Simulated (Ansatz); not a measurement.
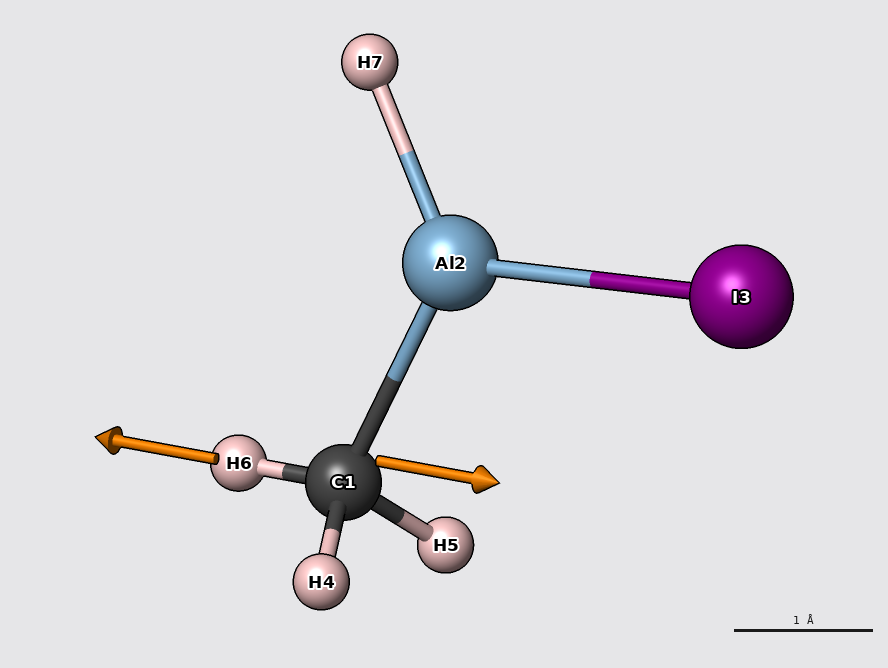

Arrows show the forces on the atoms, 0.09 Å of arrow for 1 eV/Å; forces under a tenth of the largest aren't drawn. Level of theory: PBE0-D4/def2-TZVP (Ansatz 0.2.0).

**Which bond do the forces act along most?**

C1–H6, now 0.898 Å: the forces push its atoms apart, so a first step downhill lengthens it.

List the force components in the frame of the picture (x right, y up, z towards the viewer), in eV/Å.

```tsv
atom	Fx	Fy	Fz
C1	9.92	−1.82	5.81
Al2	0.00	0.00	0.00
I3	0.00	0.00	0.00
H4	0.00	0.00	0.00
H5	0.00	0.00	0.00
H6	−9.92	1.82	−5.81
H7	0.00	0.00	0.00
```
